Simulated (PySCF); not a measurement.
**Excited-state calculation, with input and output: C3H6Ge**

- system: C3H6Ge, SMILES [GeH3][CH]1C=C1
- method: TDDFT B3LYP/def2-SVPD, vertical, gas phase, core orbitals frozen in the response (PySCF 2.14.0)

The geometry comes from this level: GFN2-xTB. It belongs to a series of runs on one base structure; here: Si replaced by Ge.

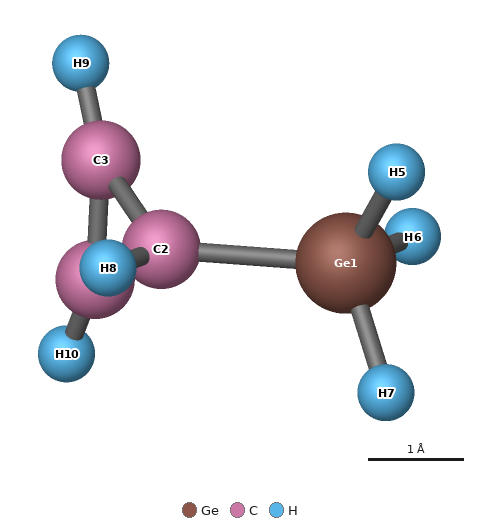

Figure 1. The structure as given in the input (ball-and-stick view, seen at a tilt; atoms are numbered from 1 in the order of the input). Sticks mark near contacts.

**Results in brief**

- outcome: converged
- total energy: −2194.520634 hartree
- HOMO: −6.71 eV
- LUMO: −0.61 eV
- dipole moment: 1.37 D
- mean polarisability: 64.47 a.u.
- lowest singlet excitation: 5.40 eV
- hardware: 1 CPU thread, shared host
- wall time: 13 s
- peak memory: 0.59 GiB

**Remarks**

Spin–orbit coupling is left out, which matters for the heavy atoms.

**Input file**
```
{"job": {"kind": "uv", "xc": "B3LYP", "basis": "def2-SVPD", "nstates": 8, "ntriplets": 3}, "charge": 0, "multiplicity": 1}
Ge     1.425229    -0.007650    -0.466200
C     -0.405516     0.534835    -0.026194
C     -1.564387    -0.431301    -0.069387
C     -1.176959    -0.083271     1.114659
H      1.730926     0.157843    -1.922465
H      1.657640    -1.443669    -0.119931
H      2.448683     0.801696     0.267966
H     -0.628364     1.578128    -0.260048
H     -2.210924    -0.975148    -0.712917
H     -1.267445    -0.126809     2.171990
```

The first line tells a small driver script what to run in PySCF; the rest is the geometry in Å.

Run as:
```bash
OMP_NUM_THREADS=1 python <driver script> task.json out
```

**The program's output**
```
coarse grid: 37792 points
cycle   1  E = -2194.4844695876  dE = -1.475e-01  |g| = 4.793e-01  |ddm| = 4.440e+00
cycle   2  E = -2194.4664124618  dE =  1.806e-02  |g| = 5.675e-01  |ddm| = 1.098e+00
cycle   3  E = -2194.5198951138  dE = -5.348e-02  |g| = 5.173e-02  |ddm| = 7.089e-01
cycle   4  E = -2194.5205367643  dE = -6.417e-04  |g| = 2.193e-02  |ddm| = 9.116e-02
cycle   5  E = -2194.5206427874  dE = -1.060e-04  |g| = 4.544e-03  |ddm| = 3.434e-02
cycle   6  E = -2194.5206488890  dE = -6.102e-06  |g| = 1.018e-03  |ddm| = 1.049e-02
final grid: 78896 points
cycle   7  E = -2194.5206337269  dE =  7.687e-08  |g| = 1.178e-03  |ddm| = 6.331e-03
cycle   8  E = -2194.5206335229  dE =  2.040e-07  |g| = 1.452e-03  |ddm| = 4.142e-03
cycle   9  E = -2194.5206341065  dE = -5.836e-07  |g| = 1.038e-04  |ddm| = 2.329e-03
cycle  10  E = -2194.5206341085  dE = -1.977e-09  |g| = 2.611e-05  |ddm| = 1.281e-04
cycle  11  E = -2194.5206341087  dE = -1.842e-10  |g| = 5.959e-06  |ddm| = 3.497e-05
```

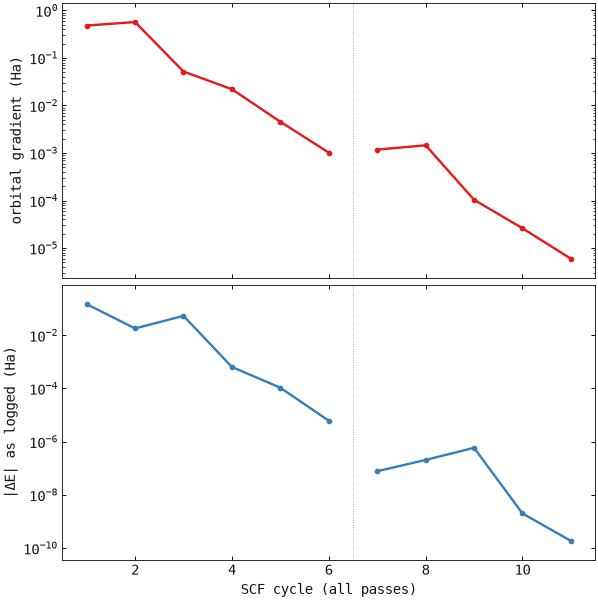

Figure 2. Convergence of the self-consistent field: orbital gradient and size of the energy change against the SCF cycle. The dotted line marks the change from a coarse to the final integration grid. The first 6 cycles use a coarse grid, the final grid takes over at cycle 7, and the field converges after 11 cycles in all.

```
converged SCF energy = -2194.5206341087

Static polarisability (au): isotropic 64.469, principal 55.262 60.905 77.238

Singlet excitations
state   eV       nm        f      main configurations
  1   5.3958    229.8   0.02595   H->L 0.96
  2   6.2156    199.5   0.00356   H-1->L 0.91
  3   6.3060    196.6   0.00418   H->L+1 0.85, H->L+2 0.10
  4   6.7756    183.0   0.19687   H->L+2 0.83, H->L+1 0.08
  5   6.8111    182.0   0.00119   H->L+3 0.99
  6   6.8646    180.6   0.00653   H->L+4 0.92
  7   7.2331    171.4   0.00688   H-2->L 0.58, H-4->L 0.36
  8   7.2943    170.0   0.00385   H->L+5 0.99

Triplet excitations (Tamm-Dancoff, eV): 3.7299 5.8253 6.1423
```

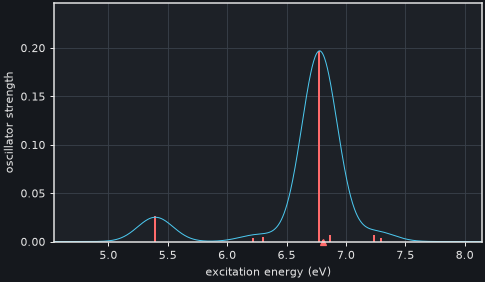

Figure 3. Computed excitations as sticks (degenerate states added up, dark ones marked on the axis), with a Gaussian envelope of 0.35 eV full width at half maximum, scaled to the tallest. Of the 8 states the lowest lies at 5.40 eV (f = 0.026); the strongest line is at 6.78 eV, or 183 nm (f = 0.197).

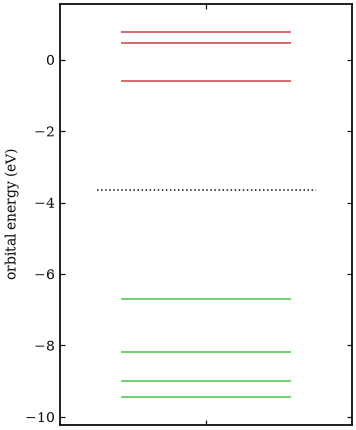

Figure 4. Orbital energies near the frontier; the dotted line parts filled from empty levels, and levels within 0.02 eV of each other stand side by side. Highest filled −6.71 eV, lowest empty −0.61 eV, 6.10 eV apart.
